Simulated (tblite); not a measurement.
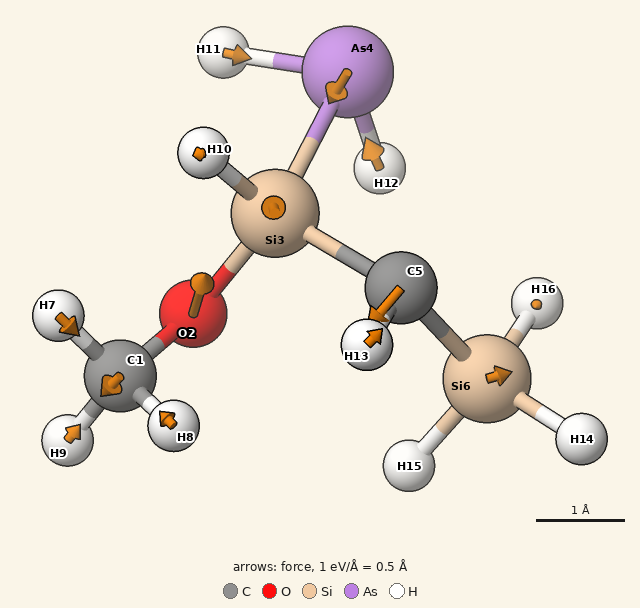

Starting geometry of C$_{2}$H$_{10}$AsOSi$_{2}$ (multiplicity 2) with the computed forces as orange arrows. The picture is a ball-and-stick view, seen at a tilt.

The calculation used GFN2-xTB geometry optimisation, gas phase in tblite. 

### What follows when this structure is relaxed?

It isn't relaxed: the largest force vector, on O2, is 2.11 eV/Å. The final displacements follow the starting forces only in part (cosine between the two patterns 0.39). H12 moves most after the best rigid fit: 2.49 Å. Largest moves by element: H 2.49 Å, As 1.05 Å, C 0.52 Å, O 0.45 Å, Si 0.33 Å. Near-neighbour distances that change, for instance: O2–Si3 1.712 → 1.630 Å, As4–H12 1.578 → 1.505 Å, As4–H11 1.563 → 1.500 Å, Si3–C5 1.876 → 1.843 Å. Bond angles that change, for instance: Si3–C5–Si6 110.9° → 127.7°, C1–O2–Si3 109.4° → 125.1°, O2–Si3–As4 109.6° → 97.3°. Groups turn about Si3–As4 by about 150°. The energy falls by 22.1 kcal/mol in 223 geometry steps. Cost: 1.8 s on 1 thread of Arm Neoverse V1 (shared host).
